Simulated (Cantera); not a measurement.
Charge: 1 mol N₂O, 0.22 mol H₂O, 7.1 mol N₂, held at 0.00130 bar.

Equilibrium computed with Cantera from the NASA thermochemical tables; the gas is ideal and each condensed phase is pure. Candidate condensed phases: H₂O; 47 gas species. Ions and electrons are included (thermal ionisation). Rates play no part.

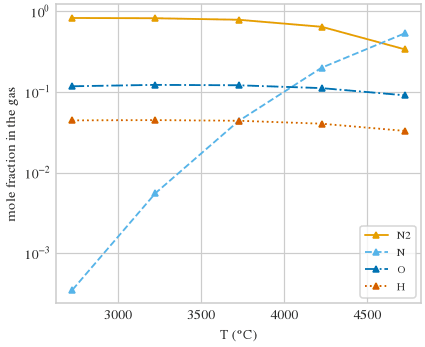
Figure. Equilibrium gas composition (values under 1e-9 drawn at 1e-9)

From 2727 °C to 4727 °C nothing is condensed.
